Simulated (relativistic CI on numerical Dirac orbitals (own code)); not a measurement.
# K³⁺: one ion under different settings

Aim: see what numerical and physical settings do to the SCF, the total energy and the lowest levels of K³⁺.

The numbers are computed with relativistic CI on numerical Dirac orbitals (own code) version 3 (Dirac-Coulomb-Breit CI, KLI orbitals optimised for each configuration, model QED (radiative potential, 1s self-energy scaled to tabulated hydrogen-like ionisation energies), numerical settings as typed), except any that are marked as measured or tabulated.

## (1) The atom as given

| Property | Result |
| --- | --- |
| ion | K³⁺ (K IV) |
| nuclear charge | 19 |
| electrons | 16 |
| isotope | A = 39 |

## (2) The usual input

Input settings:

```ini
atom K  Z=19  charge=3  electrons=16
nucleus A=39  rms_radius_fm=3.4349
hamiltonian dirac-coulomb  breit=on  qed=on  c_scale=1
orbitals kli  potential=per-configuration
slater_scale 1
correlation none
mixing on
grid step=0.0125 r_max=25.7
scf mixing=0.4 start=green max_iterations=150 tolerance=2e-08 node_fill=0.05
configurations
  [Ne] 3s2 3p4
  [Ne] 3s 3p5
end
```

The run is started by

```bash
> python run_levels.py task.json out
```

task.json lists these runs, among others, and the program works through them in turn.

From the run's result record (rounded, not every field):

```text
{
  "status": "converged",
  "levels [i, E_cm, J2, conf, term, w_term, w_jj]": [
    [0, 0, 4, "3s2 3p4", "3P", 0.9966, 0.7206],
    [1, 1677.9013, 2, "3s2 3p4", "3P", 1, 1],
    [2, 2360.9151, 0, "3s2 3p4", "3P", 0.9974, 0.6175],
    [3, 19491.454, 4, "3s2 3p4", "1D", 0.9966, 0.7206],
    [4, 47395.857, 0, "3s2 3p4", "1S", 0.9974, 0.6175],
    [5, 162060.57, 4, "3s 3p5", "3P*", 1, 1],
    [6, 163625.35, 2, "3s 3p5", "3P*", 0.9997, 0.6508],
    [7, 164443.6, 0, "3s 3p5", "3P*", 1, 1],
    [8, 233175.01, 2, "3s 3p5", "1P*", 0.9997, 0.6508]
  ],
  "total_energy [Ha]": -598.35302123,
  "n_levels_all": 9,
  "overlap": 3.26973e-13,
  "scf_iterations": [10, 10],
  "orbital_energies [Ha]": {"1s": -131.276, "2s": -14.9536, "2p1/2": -12.3312, "2p3/2": -12.2245, "3s": -2.93299, "3p1/2": -2.29476, "3p3/2": -2.28303},
  "configurations [conf, odd, states, E_av_Ha, breit_Ha, qed_Ha]": [
    ["3s2 3p4", 0, 15, -598.5712923, 0.1591, 0.1054],
    ["3s 3p5", 1, 12, -597.7948581, 0.1591, 0.1048]
  ],
  "scf_steps of the first configuration [iteration, E_Ha, residual, outer_eigenvalue_Ha]": [
    [1, -594.0639611, 1.54, -3.314],
    [2, -597.6251322, 0.691, -2.647],
    [3, -598.5680498, 0.0329, -2.243],
    [4, -598.5692295, 0.0342, -2.305],
    [5, -598.5712754, 0.00208, -2.286],
    [6, -598.5712901, 0.000149, -2.283],
    [7, -598.5712914, 4.19e-05, -2.283],
    [8, -598.5712924, 5.24e-07, -2.283],
    [9, -598.5712923, 2.68e-07, -2.283],
    [10, -598.5712923, 1.81e-09, -2.283]
  ]
}
```

It took 0.056 s on 1 thread of Intel Xeon 6975P-C, shared host.

## (3) Breit term off

Settings: those of step 2 with these lines changed.

```diff
@@ -2,3 +2,3 @@
 nucleus A=39  rms_radius_fm=3.4349
-hamiltonian dirac-coulomb  breit=on  qed=on  c_scale=1
+hamiltonian dirac-coulomb  breit=off  qed=on  c_scale=1
 orbitals kli  potential=per-configuration
```

Result record:

```text
{
  "status": "converged",
  "levels [i, E_cm, J2, conf, term, w_term]": [
    [0, 0, 4, "3s2 3p4", "3P", 0.9963],
    [1, 1736.1294, 2, "3s2 3p4", "3P", 1],
    [2, 2442.1909, 0, "3s2 3p4", "3P", 0.9972],
    [3, 19531.859, 4, "3s2 3p4", "1D", 0.9963],
    [4, 47422.275, 0, "3s2 3p4", "1S", 0.9972],
    [5, 162068.53, 4, "3s 3p5", "3P*", 1],
    [6, 163692.03, 2, "3s 3p5", "3P*", 0.9997],
    [7, 164535.11, 0, "3s 3p5", "3P*", 1],
    "... 1 more rows left out ..."
  ],
  "total_energy [Ha]": -598.51231012,
  "n_levels_all": 9,
  "overlap": 3.26973e-13,
  "scf_iterations": [10, 10],
  "orbital_energies [Ha]": {"1s": -131.276, "2s": -14.9536, "2p1/2": -12.3312, "2p3/2": -12.2245, "3s": -2.93299, "3p1/2": -2.29476, "3p3/2": -2.28303},
  "configurations [conf, odd, states, E_av_Ha, breit_Ha, qed_Ha]": [
    ["3s2 3p4", 0, 15, -598.5712923, 0, 0.1054],
    ["3s 3p5", 1, 12, -597.7948581, 0, 0.1048]
  ],
  "scf_steps of the first configuration [iteration, E_Ha, residual, outer_eigenvalue_Ha]": [
    [1, -594.0639611, 1.54, -3.314],
    [2, -597.6251322, 0.691, -2.647],
    [3, -598.5680498, 0.0329, -2.243],
    [4, -598.5692295, 0.0342, -2.305],
    [5, -598.5712754, 0.00208, -2.286],
    [6, -598.5712901, 0.000149, -2.283],
    [7, -598.5712914, 4.19e-05, -2.283],
    [8, -598.5712924, 5.24e-07, -2.283],
    [9, -598.5712923, 2.68e-07, -2.283],
    [10, -598.5712923, 1.81e-09, -2.283]
  ]
}
```

It took 0.054 s on 1 thread of Intel Xeon 6975P-C, shared host.

## (4) End of the grid 77.1

Input settings:

```ini
atom K  Z=19  charge=3  electrons=16
nucleus A=39  rms_radius_fm=3.4349
hamiltonian dirac-coulomb  breit=on  qed=on  c_scale=1
orbitals kli  potential=per-configuration
slater_scale 1
correlation none
mixing on
grid step=0.0125 r_max=77.1
scf mixing=0.4 start=green max_iterations=150 tolerance=2e-08 node_fill=0.05
configurations
  [Ne] 3s2 3p4
  [Ne] 3s 3p5
end
```

Result record:

```text
{
  "status": "converged",
  "levels [i, E_cm, J2, conf, term, w_term]": [
    [0, 0, 4, "3s2 3p4", "3P", 0.9966],
    [1, 1677.9013, 2, "3s2 3p4", "3P", 1],
    [2, 2360.9151, 0, "3s2 3p4", "3P", 0.9974],
    [3, 19491.454, 4, "3s2 3p4", "1D", 0.9966],
    [4, 47395.857, 0, "3s2 3p4", "1S", 0.9974],
    [5, 162060.57, 4, "3s 3p5", "3P*", 1],
    [6, 163625.35, 2, "3s 3p5", "3P*", 0.9997],
    [7, 164443.6, 0, "3s 3p5", "3P*", 1],
    "... 1 more rows left out ..."
  ],
  "total_energy [Ha]": -598.35302123,
  "n_levels_all": 9,
  "overlap": 3.26293e-13,
  "scf_iterations": [10, 10],
  "orbital_energies [Ha]": {"1s": -131.276, "2s": -14.9536, "2p1/2": -12.3312, "2p3/2": -12.2245, "3s": -2.93299, "3p1/2": -2.29476, "3p3/2": -2.28303},
  "configurations [conf, odd, states, E_av_Ha, breit_Ha, qed_Ha]": [
    ["3s2 3p4", 0, 15, -598.5712923, 0.1591, 0.1054],
    ["3s 3p5", 1, 12, -597.7948581, 0.1591, 0.1048]
  ],
  "scf_steps of the first configuration [iteration, E_Ha, residual, outer_eigenvalue_Ha]": [
    [1, -594.0639611, 1.54, -3.314],
    [2, -597.6251322, 0.691, -2.647],
    [3, -598.5680498, 0.0329, -2.243],
    [4, -598.5692295, 0.0342, -2.305],
    [5, -598.5712754, 0.00208, -2.286],
    [6, -598.5712901, 0.000149, -2.283],
    [7, -598.5712914, 4.18e-05, -2.283],
    [8, -598.5712924, 5.24e-07, -2.283],
    [9, -598.5712923, 2.69e-07, -2.283],
    [10, -598.5712923, 1.81e-09, -2.283]
  ]
}
```

Wall time 0.058 s (1 thread of Intel Xeon 6975P-C, shared host).

## (5) Grid step 0.04, Slater scale 1.2

Settings: those of step 4 with these lines changed.

```diff
@@ -4,6 +4,6 @@
 orbitals kli  potential=per-configuration
-slater_scale 1
+slater_scale 1.2
 correlation none
 mixing on
-grid step=0.0125 r_max=77.1
+grid step=0.04 r_max=25.7
 scf mixing=0.4 start=green max_iterations=150 tolerance=2e-08 node_fill=0.05
```

Result record:

```text
{
  "status": "converged",
  "levels [i, E_cm, J2, conf, term, w_term]": [
    [0, 0, 4, "3s2 3p4", "3P", 0.9976],
    [1, 1667.3866, 2, "3s2 3p4", "3P", 1],
    [2, 2369.9239, 0, "3s2 3p4", "3P", 0.9982],
    [3, 23181.558, 4, "3s2 3p4", "1D", 0.9976],
    [4, 56643.632, 0, "3s2 3p4", "1S", 0.9982],
    [5, 160388.7, 4, "3s 3p5", "3P*", 1],
    [6, 161960.37, 2, "3s 3p5", "3P*", 0.9998],
    [7, 162777.63, 0, "3s 3p5", "3P*", 1],
    "... 1 more rows left out ..."
  ],
  "total_energy [Ha]": -598.36128556,
  "n_levels_all": 9,
  "overlap": 1.4737e-09,
  "scf_iterations": [10, 10],
  "orbital_energies [Ha]": {"1s": -131.276, "2s": -14.9536, "2p1/2": -12.3312, "2p3/2": -12.2245, "3s": -2.93299, "3p1/2": -2.29475, "3p3/2": -2.28303},
  "configurations [conf, odd, states, E_av_Ha, breit_Ha, qed_Ha]": [
    ["3s2 3p4", 0, 15, -598.5711513, 0.1591, 0.1054],
    ["3s 3p5", 1, 12, -597.7947172, 0.1591, 0.1048]
  ],
  "scf_steps of the first configuration [iteration, E_Ha, residual, outer_eigenvalue_Ha]": [
    [1, -594.0638225, 1.54, -3.314],
    [2, -597.6249923, 0.691, -2.647],
    [3, -598.5679093, 0.0329, -2.243],
    [4, -598.5690877, 0.0342, -2.305],
    [5, -598.5711343, 0.00209, -2.286],
    [6, -598.5711491, 0.000146, -2.283],
    [7, -598.5711504, 3.9e-05, -2.283],
    [8, -598.5711513, 3.73e-07, -2.283],
    [9, -598.5711513, 4.89e-07, -2.283],
    [10, -598.5711513, 1.72e-09, -2.283]
  ]
}
```

Wall time 0.023 s (1 thread of Intel Xeon 6975P-C, shared host).

## (6) Node fill 0.2, speed-of-light factor 1.25

Input settings:

```ini
atom K  Z=19  charge=3  electrons=16
nucleus A=39  rms_radius_fm=3.4349
hamiltonian dirac-coulomb  breit=on  qed=on  c_scale=1.25
orbitals kli  potential=per-configuration
slater_scale 1
correlation none
mixing on
grid step=0.0125 r_max=25.7
scf mixing=0.4 start=green max_iterations=150 tolerance=2e-08 node_fill=0.2
configurations
  [Ne] 3s2 3p4
  [Ne] 3s 3p5
end
```

Result record:

```text
{
  "status": "converged",
  "levels [i, E_cm, J2, conf, term, w_term]": [
    [0, 0, 4, "3s2 3p4", "3P", 0.9985],
    [1, 1066.415, 2, "3s2 3p4", "3P", 1],
    [2, 1533.5234, 0, "3s2 3p4", "3P", 0.9989],
    [3, 19046.737, 4, "3s2 3p4", "1D", 0.9985],
    [4, 46788.631, 0, "3s2 3p4", "1S", 0.9989],
    [5, 160955.18, 4, "3s 3p5", "3P*", 1],
    [6, 161968.02, 2, "3s 3p5", "3P*", 0.9999],
    [7, 162490.81, 0, "3s 3p5", "3P*", 1],
    "... 1 more rows left out ..."
  ],
  "total_energy [Ha]": -597.55676515,
  "n_levels_all": 9,
  "overlap": 4.48257e-13,
  "scf_iterations": [10, 10],
  "orbital_energies [Ha]": {"1s": -130.733, "2s": -14.7796, "2p1/2": -12.1582, "2p3/2": -12.0906, "3s": -2.90698, "3p1/2": -2.27147, "3p3/2": -2.26415},
  "configurations [conf, odd, states, E_av_Ha, breit_Ha, qed_Ha]": [
    ["3s2 3p4", 0, 15, -597.714244, 0.1013, 0.1007],
    ["3s 3p5", 1, 12, -596.9428948, 0.1013, 0.1002]
  ],
  "scf_steps of the first configuration [iteration, E_Ha, residual, outer_eigenvalue_Ha]": [
    [1, -593.2577901, 1.57, -3.311],
    [2, -596.8267877, 0.708, -2.634],
    [3, -597.7106707, 0.034, -2.223],
    [4, -597.7161334, 0.031, -2.282],
    [5, -597.7144866, 0.00203, -2.267],
    [6, -597.7142366, 7.69e-05, -2.264],
    [7, -597.7142403, 3.58e-05, -2.264],
    [8, -597.7142442, 1.56e-06, -2.264],
    [9, -597.7142441, 1.51e-07, -2.264],
    [10, -597.714244, 2.43e-09, -2.264]
  ]
}
```

It took 0.053 s on 1 thread of Intel Xeon 6975P-C, shared host.

With a scaled speed of light this is not the real ion; the QED potentials keep the true α and change only through the orbitals.

## (7) Node fill 5

Input settings:

```ini
atom K  Z=19  charge=3  electrons=16
nucleus A=39  rms_radius_fm=3.4349
hamiltonian dirac-coulomb  breit=on  qed=on  c_scale=1
orbitals kli  potential=per-configuration
slater_scale 1
correlation none
mixing on
grid step=0.0125 r_max=25.7
scf mixing=0.4 start=green max_iterations=94 tolerance=2e-08 node_fill=5
configurations
  [Ne] 3s2 3p4
  [Ne] 3s 3p5
end
```

Result record:

```text
{
  "status": "converged",
  "levels [i, E_cm, J2, conf, term, w_term]": [
    [0, 0, 4, "3s2 3p4", "3P", 0.9958],
    [1, 1784.2917, 2, "3s2 3p4", "3P", 1],
    [2, 2494.8119, 0, "3s2 3p4", "3P", 0.9968],
    [3, 18725.338, 4, "3s2 3p4", "1D", 0.9958],
    [4, 45380.721, 0, "3s2 3p4", "1S", 0.9968],
    [5, 161670.94, 4, "3s 3p5", "3P*", 1],
    [6, 163328.16, 2, "3s 3p5", "3P*", 0.9997],
    [7, 164196.66, 0, "3s 3p5", "3P*", 1],
    "... 1 more rows left out ..."
  ],
  "total_energy [Ha]": -598.21183017,
  "n_levels_all": 9,
  "overlap": 4.49009e-13,
  "scf_iterations": [11, 12],
  "orbital_energies [Ha]": {"1s": -129.198, "2s": -14.027, "2p1/2": -11.3281, "2p3/2": -11.2267, "3s": -2.70391, "3p1/2": -2.08263, "3p3/2": -2.07265},
  "configurations [conf, odd, states, E_av_Ha, breit_Ha, qed_Ha]": [
    ["3s2 3p4", 0, 15, -598.4269125, 0.155, 0.1047],
    ["3s 3p5", 1, 12, -597.6537728, 0.155, 0.1043]
  ],
  "scf_steps of the first configuration [iteration, E_Ha, residual, outer_eigenvalue_Ha]": [
    [1, -594.0639611, 1.85, -3.314],
    [2, -597.9912308, 0.836, -2.518],
    [3, -598.4102136, 0.0444, -2.04],
    [4, -598.4486984, 0.0255, -2.075],
    [5, -598.4278764, 0.00115, -2.074],
    [6, -598.427174, 0.000389, -2.073],
    [7, -598.4269476, 6.54e-05, -2.073],
    [8, -598.4269149, 3.31e-06, -2.073],
    [9, -598.4269125, 1.07e-07, -2.073],
    [10, -598.4269125, 2.05e-08, -2.073],
    [11, -598.4269125, 4.12e-09, -2.073]
  ]
}
```

It took 0.056 s on 1 thread of Intel Xeon 6975P-C, shared host.

A bad setting: its result is shown only for the comparison.

## (8) Nuclear radius 343.49

Input settings:

```ini
atom K  Z=19  charge=3  electrons=16
nucleus A=39  rms_radius_fm=343.4900
hamiltonian dirac-coulomb  breit=on  qed=on  c_scale=1
orbitals kli  potential=per-configuration
slater_scale 1
correlation none
mixing on
grid step=0.0125 r_max=25.7
scf mixing=0.4 start=green max_iterations=54 tolerance=2e-08 node_fill=0.05
configurations
  [Ne] 3s2 3p4
  [Ne] 3s 3p5
end
```

Result record:

```text
{
  "status": "converged",
  "levels [i, E_cm, J2, conf, term, w_term]": [
    [0, 0, 4, "3s2 3p4", "3P", 0.9966],
    [1, 1672.1054, 2, "3s2 3p4", "3P", 1],
    [2, 2353.4168, 0, "3s2 3p4", "3P", 0.9974],
    [3, 19515.113, 4, "3s2 3p4", "1D", 0.9966],
    [4, 47460.184, 0, "3s2 3p4", "1S", 0.9974],
    [5, 155220.02, 4, "3s 3p5", "3P*", 1],
    [6, 156781.98, 2, "3s 3p5", "3P*", 0.9997],
    [7, 157598.48, 0, "3s 3p5", "3P*", 1],
    "... 1 more rows left out ..."
  ],
  "total_energy [Ha]": -591.99499834,
  "n_levels_all": 9,
  "overlap": 3.16751e-13,
  "scf_iterations": [10, 10],
  "orbital_energies [Ha]": {"1s": -128.577, "2s": -14.7442, "2p1/2": -12.3661, "2p3/2": -12.2598, "3s": -2.90743, "3p1/2": -2.30029, "3p3/2": -2.2886},
  "configurations [conf, odd, states, E_av_Ha, breit_Ha, qed_Ha]": [
    ["3s2 3p4", 0, 15, -592.1836281, 0.1531, 0.08183],
    ["3s 3p5", 1, 12, -591.4387606, 0.1531, 0.0814]
  ],
  "scf_steps of the first configuration [iteration, E_Ha, residual, outer_eigenvalue_Ha]": [
    [1, -587.7552296, 1.52, -3.314],
    [2, -591.2545674, 0.686, -2.651],
    [3, -592.1804459, 0.0323, -2.249],
    [4, -592.1816075, 0.0337, -2.311],
    [5, -592.1836084, 0.00205, -2.292],
    [6, -592.1836259, 0.000141, -2.288],
    [7, -592.1836272, 4.02e-05, -2.289],
    [8, -592.1836281, 5.36e-07, -2.289],
    [9, -592.1836281, 2.66e-07, -2.289],
    [10, -592.1836281, 1.7e-09, -2.289]
  ]
}
```

It took 0.054 s on 1 thread of Intel Xeon 6975P-C, shared host.

A bad setting: its result is shown only for the comparison.

## (9) The runs side by side

| setting | total energy less usual (Ha) | largest shift of a level among the lowest eight of both runs, same label and place (cm⁻¹) | SCF iterations | time | lowest level | kind of change |
| --- | --- | --- | --- | --- | --- | --- |
| usual | 0 | 0 | 20 | 0.056 s | 3p4 3P2 | - |
| Breit term off | -0.159 | 91.5 | 20 | 0.054 s | 3p4 3P2 | model term |
| end of the grid 77.1 | 0 | 0 | 20 | 0.058 s | 3p4 3P2 | numerical |
| grid step 0.04, Slater scale 1.2 | -0.00826 | 9250 | 20 | 0.023 s | 3p4 3P2 | model term |
| node fill 0.2, speed-of-light factor 1.25 | 0.796 | 1950 | 20 | 0.053 s | 3p4 3P2 | unphysical constant |
| node fill 5 | 0.141 | 2020 | 23 | 0.056 s | 3p4 3P2 | unsound |
| nuclear radius 343.49 | 6.36 | 6850 | 20 | 0.054 s | 3p4 3P2 | unsound |

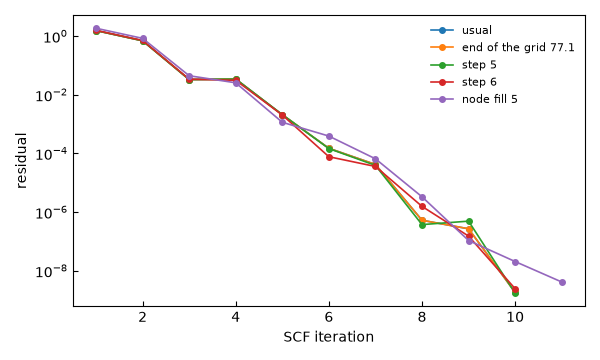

Residual of the first configuration's SCF.

## (10) What came out

| quantity | value |
| --- | --- |
| lowest level, usual settings | 3p4 3P2 |
| total energy | -598.3530 Ha |
| first excitation | 1677.9 cm⁻¹ |

What this shows: Among the runs whose levels can be followed, they move most under «grid step 0.04, Slater scale 1.2» (model term), by up to 9250 cm⁻¹. No visible change in the result comes from «end of the grid 77.1». Only the listed configurations are in the model. In a near-neutral ion this small CI can misplace whole configurations by 10,000 cm⁻¹ or more.
